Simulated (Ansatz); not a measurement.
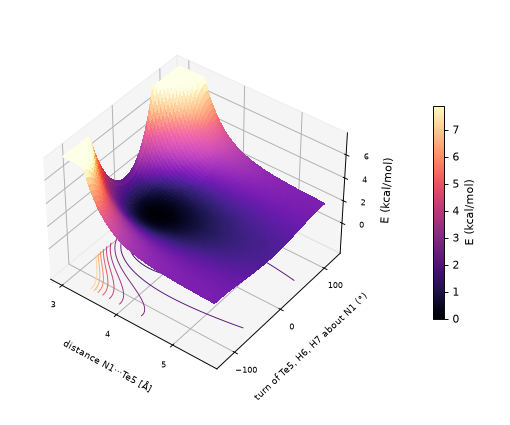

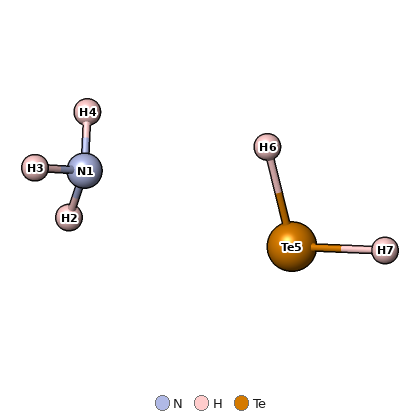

Energy landscape of the pair H₃N···H₂Te. The turn is about an axis along (−0.78, −0.62, −0.09) in the frame of the relaxed pair, normal to the line between the partners. Coordinates scanned: (1) distance N1···Te5; (2) turn of Te5, H6, H7 about N1. The grid has 15 × 15 points. Points are written as (first, second). All energies are given in kcal/mol relative to the lowest grid point. These are results of RHF/def2-TZVPD (Ansatz 0.2.0), not measurements.

In the figure: a relief with its contours projected below, any walls above the top of the colour scale cut off. Between grid points the surface is interpolated. The second picture is the structure at the lowest point.

> Where are the wells?

The lowest grid point is at (3.592 Å, 0.0°). It is the only kind of minimum in the scanned range. The highest grid point, (2.976 Å, 120.0°), lies 22.6 kcal/mol above the lowest. Round the minimum the two coordinates are nearly uncoupled.

The input of one point:

```yaml
crystal:
  periodic: [false, false, false]
  atoms:
    - { symbol: "N", position_ang: [-0.093865, -0.097485, -1.527838] }
    - { symbol: H, position_ang: [-0.73449, -0.791147, -1.856788] }
    - { symbol: H, position_ang: [-0.380182, 0.785833, -1.898542] }
    - { symbol: H, position_ang: [0.808708, -0.311574, -1.900901] }
    - { symbol: Te, position_ang: [-0.362099, -0.290148, 2.048947] }
    - { symbol: H, position_ang: [0.843805, 0.735961, 1.624049] }
    - { symbol: H, position_ang: [-0.092858, -0.039253, 3.656133] }
basis:
  gaussian: { orbitals: def2-TZVPD }
hamiltonian:
  xc: hf
output:
  forces: true
```

The whole map (225 points run) took 8.3 min on 1 thread of Arm Neoverse V1 (shared host).
